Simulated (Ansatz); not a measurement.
**Fields on a plane of W3N4 (space group Pm-3m)**

```
CELL_PARAMETERS angstrom
      4.15584     0.00000     0.00000
      0.00000     4.15584     0.00000
      0.00000     0.00000     4.15584
ATOMIC_POSITIONS crystal
  N  0.50000 0.50000 0.50000
  N  0.50000 0.00000 0.00000
  N  0.00000 0.50000 0.00000
  N  0.00000 0.00000 0.50000
  W  0.50000 0.50000 0.00000
  W  0.00000 0.50000 0.50000
  W  0.50000 0.00000 0.50000
```

The slice is a {110} plane (indices of the conventional cell) through the point (0.000, 0.000, 0.500) (fractional), spanned by u = [100] and v = [011] in vectors of this cell: u (4.16 Å) and v (5.88 Å, at 90° to u). It covers one period; positions are fractions (u, v).

Atoms on it: N at (0.00, 0.50); N at (0.00, 0.00); W at (0.50, 0.50); W at (0.50, 0.00).

Method: LDA (plane waves to 420 eV, PAW, scalar-relativistic; Ansatz, a program for electronic structure). k mesh 11×11×11. These are valence fields of a PAW run, semicore shells included where kept as valence: close to a nucleus they are smooth pseudo fields. Spin-orbit coupling is left out, though W is heavy. W3N4 is run without spin polarisation. W3N4 was relaxed with its symmetry unable to fall.

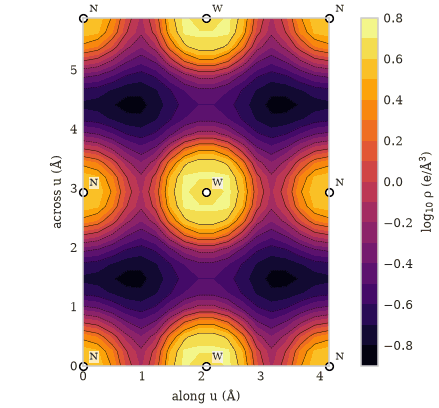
Log₁₀ of the valence density in e/Å³, one period of the plane, atoms marked. The scale is logarithmic, as a density can span decades between atoms and voids.

```tsv
v \ u	0.00	0.12	0.24	0.35	0.47	0.59	0.71	0.82	0.94
0.88	x	x	8.8	<4.0	x	x	<4.0	10.9	x
0.75	12.2	12.7	12.6	10.4	8.3	9.1	11.7	12.9	12.4
0.62	x	x	8.8	<4.0	x	x	<4.0	10.9	x
0.50	x	x	<4.0	x	x	x	x	x	x
0.38	x	x	8.8	<4.0	x	x	<4.0	10.9	x
0.25	12.2	12.7	12.6	10.4	8.3	9.1	11.7	12.9	12.4
0.12	x	x	8.8	<4.0	x	x	<4.0	10.9	x
0.00	x	x	<4.0	x	x	x	x	x	x
```

Values: electrostatic potential energy of an electron, from the cell's mean, in eV. Points within 0.9 Å of a nucleus are blanked (x), as the pseudised field means little there. Values under 4 eV are set to 4. The zero, the cell's mean, hangs on the PAW cores.

The density on the N–W line (2.08 Å) at its density minimum, 1.0 Å from N is 0.75 e/Å³. The ELF at that point is 0.28.
